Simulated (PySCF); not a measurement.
Cl3HHfO, SMILES `O[Hf](Cl)(Cl)Cl`.

PySCF calculation, BP86/def2-SVPD, gas phase; geometry: GFN2-xTB. Core potentials replace the inner electrons of Hf; spin–orbit coupling isn't included. This is a single-reference result, which may miss multireference character in this system. No frequency check shows the geometry to be a minimum. GFN2-xTB bond lengths at metals and heavier atoms can be off by up to 0.1 Å and shapes distorted, which carries into these values.

Coordinates in Å:

```
O1      -0.6820   -0.0122    1.9160
Hf2     -0.0200   -0.0013    0.2060
Cl3      1.1918    1.7709   -0.4456
Cl4     -1.9177   -0.0125   -1.0039
Cl5      1.2258   -1.7460   -0.4530
H6      -1.6063   -0.0181    2.1842
```

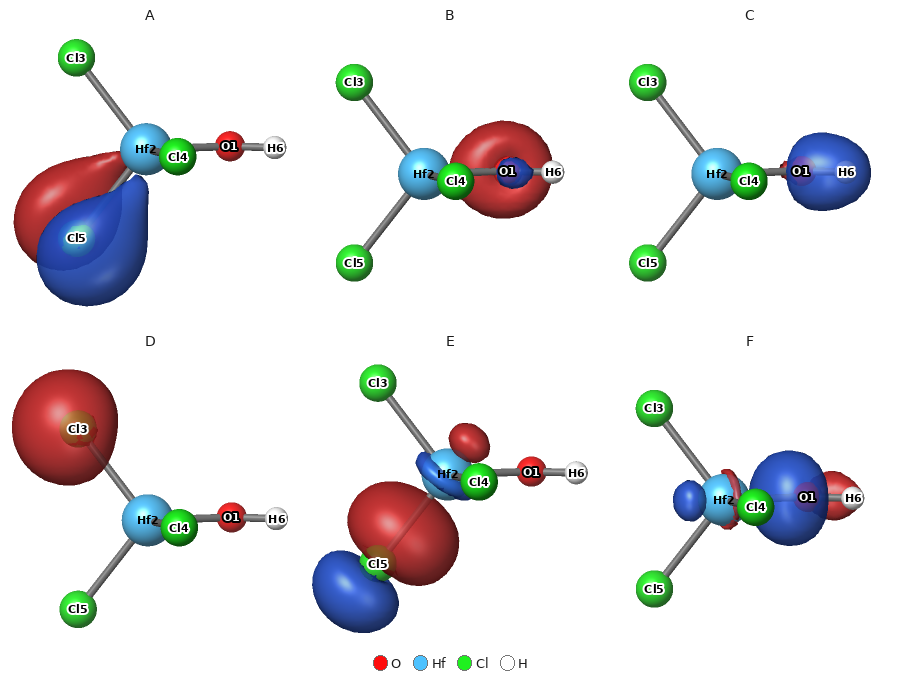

Pipek–Mezey orbitals, occupied; each surface holds about 80 % of the orbital's density. Energies are diagonal elements of the Fock matrix.

Question: Name the orbitals, with their atomic make-up and energies.

Answer: By panel:
- A: lone pair on Cl5 (p-type) (Cl5 96 %, Hf2 3 %; −8.8 eV)
- B: lone pair on O1 (sp1.4-type) (O1 96 %, Hf2 4 %; −14.0 eV)
- C: σ bond O1–H6 (O1 67 %, H6 32 %; −20.2 eV)
- D: lone pair on Cl3 (s-type) (Cl3 98 %; −18.9 eV)
- E: σ bond Cl5–Hf2 (Cl5 78 %, Hf2 21 %; −11.0 eV)
- F: σ bond O1–Hf2 (O1 72 %, Hf2 27 %; −14.1 eV)

Cost of the run: 28 s on 1 thread of Intel(R) Xeon(R) Platinum 8259CL CPU @ 2.50GHz (Skylake/Cascade Lake), on a shared host, peak memory 0.54 GiB.
